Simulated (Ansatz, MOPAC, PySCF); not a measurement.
CH3F (SMILES CF) and CH6Si (SMILES C[SiH3]) are pulled apart as rigid monomers along the line of their centres of mass, from the B3LYP-D3(BJ)/def2-TZVP minimum. Starting geometry (charge 0, multiplicity 1):
```xyz
13

C     -0.147    -0.134     0.508
F      1.002     0.152     1.239
H     -0.859     0.681     0.644
H      0.125    -0.228    -0.544
H     -0.571    -1.068     0.876
C     -0.666    -0.135     6.053
Si    -0.006    -0.013     4.299
H     -0.581     0.823     6.569
H     -0.109    -0.877     6.628
H     -1.718    -0.426     6.056
H     -0.782     0.993     3.535
H     -0.140    -1.323     3.616
H      1.421     0.382     4.311
```

Interaction energies with rigid monomers; basis-set methods are counterpoise corrected unless marked otherwise.

Cores are frozen in the correlated methods. Rows in 6-31G* carry no dispersion term and start afresh at each structure (6-31G* with six Cartesian d functions). The state that PM7 reach isn't checked; PM7 holds dispersion and hydrogen-bond terms.

Run with Ansatz (a program for electronic structure); MOPAC for PM7 (differences of heats of formation); PySCF for 6-31G* rows. Each number belongs to the level named beside it.

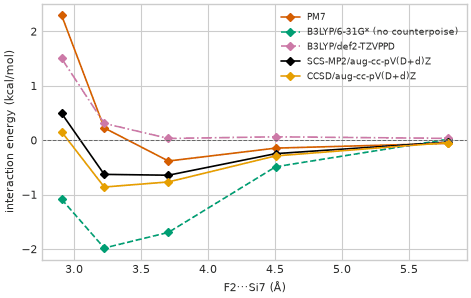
Figure. Interaction energy against separation

Problem. Which level binds most strongly at F2···Si7 = 3.23, and by how much?

Solution. B3LYP/6-31G* (no counterpoise), -2.0 kcal/mol.
